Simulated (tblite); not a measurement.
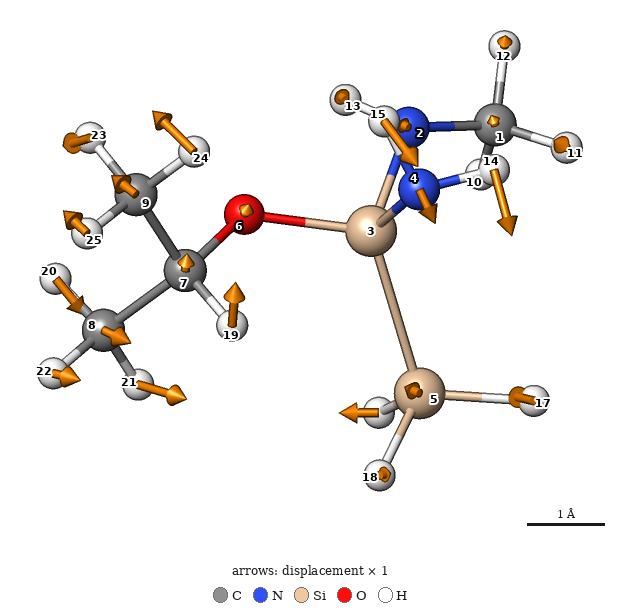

This is a relaxation of C$_{4}$H$_{16}$N$_{2}$OSi$_{2}$. The starting structure is drawn; orange arrows show the displacements, at their true length. The two geometries are superimposed by the best rigid fit.

Style: ball-and-stick. Shown at a tilt.

Computed with tblite, GFN2-xTB geometry optimisation, gas phase. 

Q: Which element moves most?

A: Hydrogen: up to 0.92 Å, against 0.50 Å for nitrogen.

Q: Describe the change and its energy.

A: The energy falls by 67.7 kJ/mol in 245 geometry steps. The atom that moves furthest after the best rigid fit is an H atom (0.92 Å). Largest moves by element: H 0.92 Å, N 0.50 Å, C 0.50 Å, Si 0.29 Å, O 0.21 Å. Near-neighbour distances that change, for instance: N–Si 1.690 → 1.737 Å, O–Si 1.668 → 1.626 Å, C–N 1.466 → 1.439 Å, C–O 1.423 → 1.400 Å. Among the angles between lasting bonds that change: N–Si–N 96.0° → 113.2°, Si–N–H 106.1° → 119.3°, N–Si–Si 117.9° → 105.2°. Groups turn about C–O by about 30°. Cost: 2.8 s on 1 thread of Arm Neoverse V1, on a shared host.
